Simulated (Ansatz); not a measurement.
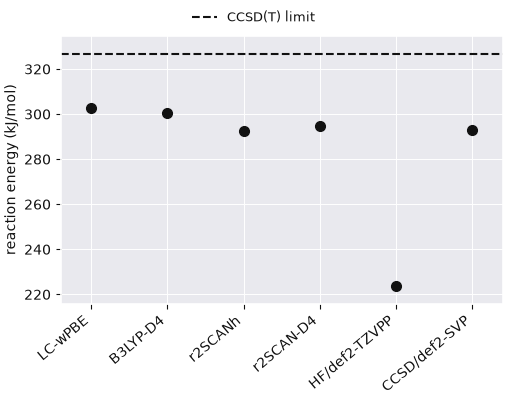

Electronic reaction energy of GeSiH₄Cl₂ (Cl[SiH](Cl)[GeH3]) → GeH₃ ([GeH3]) [doublet] + SiHCl₂ (Cl[SiH]Cl) [doublet] (SMILES in brackets) at several levels (functionals in def2-TZVPP unless a basis is named), isolated molecules at PBE0-D4 triple-zeta geometries, minima by their frequencies, no zero-point or thermal terms, the Ansatz code 0.2.0. The line is frozen-core CCSD(T) at the basis limit (MP2 extrapolated from triple and quadruple zeta, plus CCSD(T) less MP2 in a smaller set). No dispersion term is added to LC-wPBE and r2SCANh. The distance of CCSD/def2-SVP to the limit includes basis error. The limit lies 12.9 kJ/mol from CCSD(T)/def2-TZVPP, so the line itself is uncertain by a part of that.

What range do the values span, the line included?

From 223.9 kJ/mol (HF/def2-TZVPP) to 326.6 kJ/mol (CCSD(T) limit).

What do zero-point energy and temperature add?

Zero-point change −12.1 kJ/mol; at 298.15 K and 1 bar the CCSD(T) limit plus thermal terms gives an enthalpy of reaction of 316.7 and a free energy of 269.7 kJ/mol (harmonic PBE0-D4 modes, ideal gas).

Caveats: no scalar relativity up to krypton; outer-core shells are correlated without core-valence functions, which makes the correlated values less sure.
